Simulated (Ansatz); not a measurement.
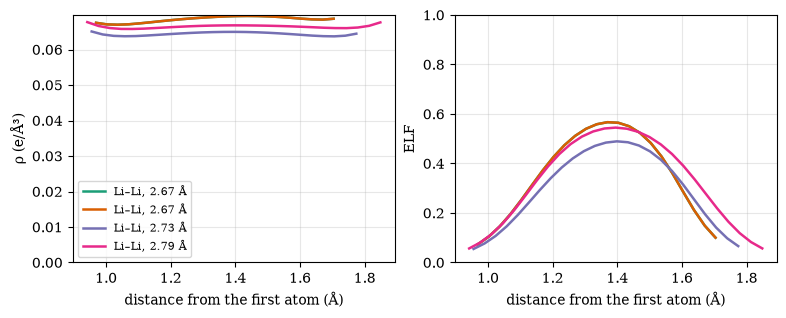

*Li18. Electron density and electron localisation function along straight lines between neighbouring atoms. The curves leave out the atomic cores.*

Geometry: PBE0/def2-SVP.

The calculation used RKS PBE0/def2-TZVP (Ansatz 0.2.0).

```xyz
18

Li    1.4576    0.4646   -0.2300
Li   -0.3088   -4.0842    0.1145
Li   -1.1168    0.6859    0.8220
Li    3.2199    1.1305   -2.1336
Li   -2.6012   -1.7837    1.0384
Li    0.6202   -1.5633    1.8494
Li   -1.9119    0.6457    3.3772
Li    3.7847    0.1420    1.0437
Li   -1.0093    3.2932    1.5170
Li    0.5141   -0.3675   -3.0404
Li   -3.5862    1.7100    0.6517
Li   -0.4465   -1.5283   -0.7607
Li    2.2446    3.0112    0.1891
Li    2.2698   -2.2125   -0.9786
Li   -2.5404   -0.1194   -1.7993
Li   -0.3834    2.2484   -1.4122
Li   -1.3666   -3.0011   -2.8116
Li    1.1604    1.3287    2.5632
```

Compare the contacts.

Li–Li (2.67 Å): the density is about 0.07 e/Å³ at the midpoint; the ELF reaches about 0.55 near the midpoint.
Li1···Li8 (2.67 Å): the density falls to about 0.07 e/Å³ on the way; the ELF reaches about 0.55 near the midpoint.
Li–Li (2.73 Å): ρ at the midpoint is about 0.06 e/Å³; the ELF is about 0.50 at the midpoint.
Li–Li (2.79 Å): ρ is about 0.07 e/Å³ halfway; the ELF reaches about 0.55 near the midpoint.
